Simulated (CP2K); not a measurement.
# singlet CH4FSi−: levels of theory compared

We compute a comparison of 3 runs (B3LYP/6-31G*, PBE0/TZV2P-MOLOPT-PBE0-GTH, revPBE-D3(BJ)/TZV2P-MOLOPT-PBE-GTH) of singlet CH4FSi−. 

Program for the calculation: CP2K 2026.2.

3 further runs of the same task are left out: 1 that didn't finish, 2 set aside as unsound or not needed.

### Step 1. The molecule

The species is CH4FSi− (7 atoms), meant as a singlet with charge -1. As SMILES of the parent species, `C[SiH]F`. The shape is that of a PBE0-D4/def2-TZVP optimisation. That shape belongs to the parent species and isn't relaxed for this state.

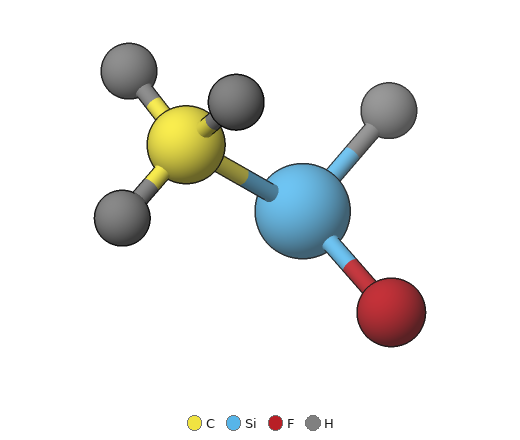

Viewed from a chosen angle; carbon yellow, silicon blue, fluorine red, hydrogen grey.

### Step 2. A single-point energy at B3LYP/6-31G(d) (spherical functions) (run 1)

molecule.inp

```
&GLOBAL
  PROJECT molecule
  RUN_TYPE ENERGY
  PRINT_LEVEL MEDIUM
&END GLOBAL

&FORCE_EVAL
  METHOD Quickstep
  &DFT
    BASIS_SET_FILE_NAME ./6_31gs.basis
    POTENTIAL_FILE_NAME POTENTIAL
    CHARGE -1
    MULTIPLICITY 1
    &QS
      METHOD GAPW
      EPS_DEFAULT 1.0E-10
    &END QS
    &MGRID
      CUTOFF 280
      REL_CUTOFF 50
      NGRIDS 4
    &END MGRID
    &POISSON
      PERIODIC NONE
      POISSON_SOLVER WAVELET
    &END POISSON
    &SCF
      SCF_GUESS ATOMIC
      EPS_SCF 1.0E-07
      MAX_SCF 150
      ADDED_MOS 3
      &DIAGONALIZATION
        ALGORITHM STANDARD
      &END DIAGONALIZATION
      &MIXING
        METHOD DIRECT_P_MIXING
        ALPHA 0.4
      &END MIXING
    &END SCF
    &XC
      &XC_FUNCTIONAL
        &HYB_GGA_XC_B3LYP
        &END HYB_GGA_XC_B3LYP
      &END XC_FUNCTIONAL
      &HF
        FRACTION 0.2
        &SCREENING
          EPS_SCHWARZ 1.0E-10
          SCREEN_ON_INITIAL_P F
        &END SCREENING
        &INTERACTION_POTENTIAL
          POTENTIAL_TYPE COULOMB
        &END INTERACTION_POTENTIAL
        &MEMORY
          MAX_MEMORY 1050
        &END MEMORY
      &END HF
    &END XC
    &PRINT
      &MOMENTS
        PERIODIC F
        REFERENCE COM
        MAX_MOMENT 1
      &END MOMENTS
      &MO ON
        ENERGIES T
        OCCUPATION_NUMBERS T
        NDIGITS 6
        &EACH
          QS_SCF 0
        &END EACH
        ADD_LAST NUMERIC
      &END MO
      &LOWDIN ON
      &END LOWDIN
      &HIRSHFELD OFF
      &END HIRSHFELD
      &MO_MOLDEN ON
        NDIGITS 8
      &END MO_MOLDEN
    &END PRINT
  &END DFT
  &SUBSYS
    &CELL
      ABC [angstrom] 13.5 13.5 13.5
      PERIODIC NONE
    &END CELL
    &COORD
      C     -0.653500     0.389500    -0.298000
      Si     0.917400    -0.594100    -0.104100
      F      0.640700    -1.812800     0.909600
      H     -1.444900    -0.207800    -0.754100
      H     -0.470200     1.260900    -0.931700
      H     -1.000700     0.738300     0.679600
      H      2.011300     0.226000     0.498700
    &END COORD
    &TOPOLOGY
      &CENTER_COORDINATES
      &END CENTER_COORDINATES
    &END TOPOLOGY
    &KIND C
      BASIS_SET 6-31Gs
      POTENTIAL ALL
      LEBEDEV_GRID 194
      RADIAL_GRID 100
    &END KIND
    &KIND Si
      BASIS_SET 6-31Gs
      POTENTIAL ALL
      LEBEDEV_GRID 194
      RADIAL_GRID 100
    &END KIND
    &KIND F
      BASIS_SET 6-31Gs
      POTENTIAL ALL
      LEBEDEV_GRID 194
      RADIAL_GRID 100
    &END KIND
    &KIND H
      BASIS_SET 6-31Gs
      POTENTIAL ALL
      LEBEDEV_GRID 194
      RADIAL_GRID 100
    &END KIND
  &END SUBSYS
&END FORCE_EVAL
```

The run is started by

```bash
OMP_NUM_THREADS=1 cp2k.psmp molecule.inp > molecule.out
```

The program printed:

```text
CP2K| version string:                                       CP2K version 2026.2
[...]
 GLOBAL| Method name                                                        CP2K
[...]
 GLOBAL| Run type                                                         ENERGY
[...]
 DFT| Spin restricted Kohn-Sham (RKS) calculation                            RKS
 DFT| Multiplicity                                                             1
[...]
 DFT| Charge                                                                  -1
[...]
 FUNCTIONAL| HYB_GGA_XC_B3LYP:
[...]
 QS| Method:                                                                GAPW
[...]
 QS| Density cutoff [a.u.]:                                                140.0
[...]
 QS| Relative density cutoff [a.u.]:                                        25.0
[...]
                             - Atoms:                                          7
[...]
                             - Spherical basis functions:                     54
[...]
 Number of electrons:                                                         34
[...]
     1 P_Mix/Diag. 0.40E+00    6.6     0.87810895      -437.3104563329 -4.37E+02
[...]
    15 DIIS/Diag.  0.60E-07    3.7     0.00000006      -429.8525537279 -1.14E-13
  *** SCF run converged in    15 steps ***
[...]
  Overlap energy of the core charge distribution:               0.00000250059422
  Self energy of the core charge distribution:               -264.97843938405452
  Core Hamiltonian energy:                                   -171.37600932850401
  Hartree energy:                                              67.86621135731873
  Exchange-correlation energy:                                -10.50825857567495
  Hartree-Fock Exchange energy:                                -7.46606754940753
[...]
 ENERGY| Total FORCE_EVAL ( QS ) energy [hartree]           -429.852553727855195
[...]
```

Wall time 62 s (1 thread of INTEL XEON PLATINUM 8581C at 2.10GHz (Emerald Rapids), shared host); peak memory 1 GiB.

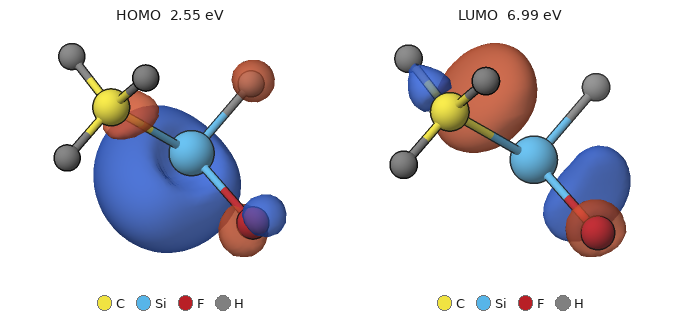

Frontier orbitals of this run, surfaces at ±0.2 Å^-3/2.

### Step 3. The energy at PBE0/TZV2P-MOLOPT-PBE0-GTH (core potential) (run 2)

mol.inp

```
&FORCE_EVAL
  METHOD Quickstep
  &DFT
    BASIS_SET_FILE_NAME BASIS_MOLOPT_UZH
    BASIS_SET_FILE_NAME BASIS_ADMM_UZH
    POTENTIAL_FILE_NAME POTENTIAL_UZH
    CHARGE -1
    MULTIPLICITY 1
    &QS
      METHOD GPW
      EPS_DEFAULT 1.0E-10
    &END
    &MGRID
      CUTOFF 400
      REL_CUTOFF 50
      NGRIDS 4
    &END
    &POISSON
      PERIODIC NONE
      POISSON_SOLVER WAVELET
    &END
    &SCF
      SCF_GUESS ATOMIC
      EPS_SCF 1.0E-06
      MAX_SCF 100
      ADDED_MOS 10
      &DIAGONALIZATION
        ALGORITHM STANDARD
      &END
      &MIXING
        METHOD DIRECT_P_MIXING
        ALPHA 0.4
      &END
    &END
    &XC
      &XC_FUNCTIONAL
        &PBE
          SCALE_X 0.75
          SCALE_C 1.0
        &END
      &END
      &HF
        FRACTION 0.25
        &SCREENING
          EPS_SCHWARZ 1.0E-09
          SCREEN_ON_INITIAL_P F
        &END
        &INTERACTION_POTENTIAL
          POTENTIAL_TYPE COULOMB
        &END
        &MEMORY
          MAX_MEMORY 1050
        &END
      &END
    &END
    &AUXILIARY_DENSITY_MATRIX_METHOD
      ADMM_TYPE ADMMS
      EXCH_CORRECTION_FUNC PBEX
    &END
    &PRINT
      &MOMENTS
        PERIODIC F
        REFERENCE COM
        MAX_MOMENT 1
      &END
      &MO ON
        ENERGIES T
        OCCUPATION_NUMBERS T
        NDIGITS 6
        &EACH
          QS_SCF 0
        &END
        ADD_LAST NUMERIC
      &END
      &HIRSHFELD OFF
      &END
    &END
  &END
  &SUBSYS
    &CELL
      ABC [angstrom] 13.5 13.5 13.5
      PERIODIC NONE
    &END
    &COORD
      C     -0.653500     0.389500    -0.298000
      Si     0.917400    -0.594100    -0.104100
      F      0.640700    -1.812800     0.909600
      H     -1.444900    -0.207800    -0.754100
      H     -0.470200     1.260900    -0.931700
      H     -1.000700     0.738300     0.679600
      H      2.011300     0.226000     0.498700
    &END
    &TOPOLOGY
      &CENTER_COORDINATES
      &END
    &END
    &KIND C
      BASIS_SET ORB TZV2P-MOLOPT-PBE0-GTH-q4
      BASIS_SET AUX_FIT admm-tzp-q4
      POTENTIAL GTH-PBE0-q4
    &END
    &KIND Si
      BASIS_SET ORB TZV2P-MOLOPT-PBE0-GTH-q4
      BASIS_SET AUX_FIT admm-tzp-q4
      POTENTIAL GTH-PBE0-q4
    &END
    &KIND F
      BASIS_SET ORB TZV2P-MOLOPT-PBE0-GTH-q7
      BASIS_SET AUX_FIT admm-tzp-q7
      POTENTIAL GTH-PBE0-q7
    &END
    &KIND H
      BASIS_SET ORB TZV2P-MOLOPT-PBE0-GTH-q1
      BASIS_SET AUX_FIT admm-tzp-q1
      POTENTIAL GTH-PBE0-q1
    &END
  &END
&END
&GLOBAL
  PROJECT mol
  RUN_TYPE ENERGY
  PRINT_LEVEL MEDIUM
&END
```

The run is started by

```bash
OMP_NUM_THREADS=1 cp2k.psmp -i mol.inp -o mol.out
```

The program printed:

```text
CP2K| version string:                                       CP2K version 2026.2
[...]
 GLOBAL| Method name                                                        CP2K
[...]
 GLOBAL| Run type                                                         ENERGY
[...]
 DFT| Spin restricted Kohn-Sham (RKS) calculation                            RKS
 DFT| Multiplicity                                                             1
[...]
 DFT| Charge                                                                  -1
[...]
 FUNCTIONAL| PBE:
 QS| Method:                                                                 GPW
[...]
 QS| Density cutoff [a.u.]:                                                200.0
[...]
 QS| Relative density cutoff [a.u.]:                                        25.0
[...]
                             - Atoms:                                          7
[...]
                             - Spherical basis functions:                    143
[...]
 Number of electrons:                                                         20
[...]
     1 P_Mix/Diag. 0.40E+00   13.9     1.47035524       -34.2312726491 -3.42E+01
[...]
  *** SCF run converged in    16 steps ***
[...]
  Overlap energy of the core charge distribution:               0.00000100020259
  Self energy of the core charge distribution:                -94.61200451467671
  Core Hamiltonian energy:                                     26.80348812175765
  Hartree energy:                                              40.85137313929645
  Exchange-correlation energy:                                 -7.11950371894945
  Hartree-Fock Exchange energy:                                -2.14299789017131
  Total energy:                                               -36.21964386254080
[...]
 ENERGY| Total FORCE_EVAL ( QS ) energy [hartree]            -36.219643862540799
[...]
```

Wall time 2.9 min (1 thread of INTEL XEON PLATINUM 8581C at 2.10GHz (Emerald Rapids), shared host); peak memory 2.3 GiB.

### Step 4. A single-point energy at revPBE-D3(BJ)/TZV2P-MOLOPT-PBE-GTH (core potential) (run 3)

gas.inp

```
&force_eval
  method Quickstep
  &dft
    basis_set_file_name BASIS_MOLOPT_UZH
    potential_file_name POTENTIAL_UZH
    charge -1
    &qs
      method GPW
      eps_default 1.0E-10
    &end qs
    &mgrid
      cutoff 400
      rel_cutoff 50
      ngrids 4
    &end mgrid
    &poisson
      periodic NONE
      poisson_solver WAVELET
    &end poisson
    &scf
      scf_guess ATOMIC
      eps_scf 1.0E-06
      max_scf 30
      &ot
        minimizer DIIS
        preconditioner FULL_ALL
      &end ot
      &outer_scf
        eps_scf 1.0E-06
        max_scf 8
      &end outer_scf
    &end scf
    &xc
      &xc_functional
        &pbe
          parametrization REVPBE
        &end pbe
      &end xc_functional
      &vdw_potential
        potential_type PAIR_POTENTIAL
        &pair_potential
          type DFTD3(BJ)
          parameter_file_name dftd3.dat
          reference_functional revPBE
          r_cutoff 15
        &end pair_potential
      &end vdw_potential
    &end xc
    &print
      &moments
        periodic F
        reference COM
        max_moment 1
      &end moments
      &mo_cubes
        nlumo 3
        nhomo -1
        write_cube F
      &end mo_cubes
      &hirshfeld OFF
      &end hirshfeld
    &end print
  &end dft
  &subsys
    &cell
      abc 13.5 13.5 13.5
      periodic NONE
    &end cell
    &coord
      C     -0.653500     0.389500    -0.298000
      Si     0.917400    -0.594100    -0.104100
      F      0.640700    -1.812800     0.909600
      H     -1.444900    -0.207800    -0.754100
      H     -0.470200     1.260900    -0.931700
      H     -1.000700     0.738300     0.679600
      H      2.011300     0.226000     0.498700
    &end coord
    &topology
      &center_coordinates
      &end center_coordinates
    &end topology
    &kind C
      basis_set TZV2P-MOLOPT-PBE-GTH-q4
      potential GTH-PBE-q4
    &end kind
    &kind Si
      basis_set TZV2P-MOLOPT-PBE-GTH-q4
      potential GTH-PBE-q4
    &end kind
    &kind F
      basis_set TZV2P-MOLOPT-PBE-GTH-q7
      potential GTH-PBE-q7
    &end kind
    &kind H
      basis_set TZV2P-MOLOPT-PBE-GTH-q1
      potential GTH-PBE-q1
    &end kind
  &end subsys
&end force_eval
&global
  project_name gas
  run_type ENERGY
  print_level MEDIUM
&end global
```

The run is started by

```bash
OMP_NUM_THREADS=1 cp2k.psmp gas.inp > gas.out
```

The program printed:

```text
CP2K| version string:                                       CP2K version 2026.2
[...]
 GLOBAL| Method name                                                        CP2K
[...]
 GLOBAL| Run type                                                         ENERGY
[...]
 DFT| Spin restricted Kohn-Sham (RKS) calculation                            RKS
 DFT| Multiplicity                                                             1
[...]
 DFT| Charge                                                                  -1
[...]
 FUNCTIONAL| PBE:
[...]
 QS| Method:                                                                 GPW
[...]
 QS| Density cutoff [a.u.]:                                                200.0
[...]
 QS| Relative density cutoff [a.u.]:                                        25.0
[...]
                             - Atoms:                                          7
[...]
                             - Spherical basis functions:                    143
[...]
 Number of electrons:                                                         20
[...]
     1 OT DIIS     0.15E+00    8.7     0.12192412       -35.0485154545 -3.50E+01
[...]
  *** SCF run converged in    21 steps ***
[...]
  Overlap energy of the core charge distribution:               0.00000090516671
  Self energy of the core charge distribution:                -93.56860577591108
  Core Hamiltonian energy:                                     26.82539976284745
  Hartree energy:                                              39.78253283363542
  Exchange-correlation energy:                                 -9.33960327797424
  Dispersion energy:                                           -0.01025768581219
  Total energy:                                               -36.31053323804793
[...]
 HOMO - LUMO gap [eV] :    2.367017
 ENERGY| Total FORCE_EVAL ( QS ) energy [hartree]            -36.310533238047931
[...]
```

Wall time 2.4 min (1 thread of INTEL XEON PLATINUM 8581C at 2.10GHz (Emerald Rapids), shared host); peak memory 1.9 GiB.

### Step 5. Overview of the runs

| run | level | core potential | scheme | energy (Eh) | HOMO energy (eV) | LUMO energy (eV) | HOMO–LUMO gap (eV) | wall time |
| --- | --- | --- | --- | --- | --- | --- | --- | --- |
| 1 | B3LYP/6-31G* (spherical functions) | none | GAPW | -429.852554 | 2.55 | 6.99 | 4.44 | 62 s |
| 2 | PBE0/TZV2P-MOLOPT-PBE0-GTH (core potential) | GTH-PBE0 | GPW | -36.219644 | 1.76 | 5.81 | 4.04 | 2.9 min |
| 3 | revPBE-D3(BJ)/TZV2P-MOLOPT-PBE-GTH (core potential) | GTH-PBE | GPW | -36.310533 | 2.65 | 5.02 | 2.37 | 2.4 min |

### Step 6. Outcome

```
                                                    quantity          value
                                         run 3: total energy   -36.31053 Eh
                                          run 3: HOMO energy        2.65 eV
                                          run 3: LUMO energy        5.02 eV
run 3: HOMO–LUMO gap (to an unbound level, set by the basis)        2.37 eV
                                    run 3: dispersion energy  -26.93 kJ/mol
```

**Reading.** The HOMO–LUMO gap runs from 2.37 eV (revPBE-D3(BJ)/TZV2P-MOLOPT-PBE-GTH) to 4.44 eV (B3LYP/6-31G*). The two ends differ in method and basis and core potential. The empty levels of an anion lie above zero and hang on the basis. Totals of different functionals can't be ranked against each other. Some runs of one species differ in core potentials or relativity; totals across that change don't compare. In runs 1, 2, 3 the HOMO lies above zero, so the outermost electron may be held by the basis alone. All runs together took 6.4 min, the longest 2.9 min.
